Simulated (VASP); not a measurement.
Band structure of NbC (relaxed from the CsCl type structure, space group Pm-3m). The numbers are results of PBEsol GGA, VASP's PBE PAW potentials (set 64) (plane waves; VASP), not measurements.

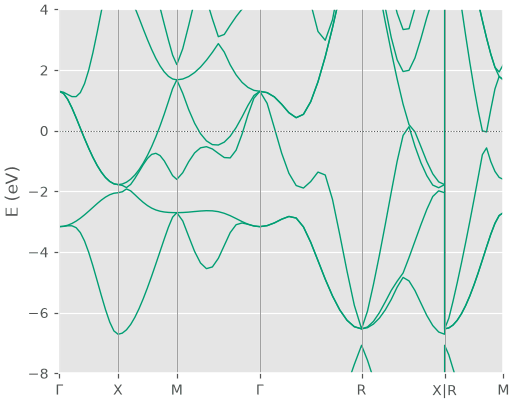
Bands along high-symmetry lines, zero at the valence-band maximum or, without a gap, the Fermi level

**Question.** Read the plot: is there a gap, and where are the band edges?

**Answer.** It has no gap at this level: it comes out as a metal or semimetal. (Edges off the drawn lines would not show.)

The structure was generated: NbC was put into the CsCl type type (Pm-3m), which need not be its known phase. It was relaxed first, which changed the volume by -30 %. The electron count is odd and the run is not spin-polarised, which forces a metal.
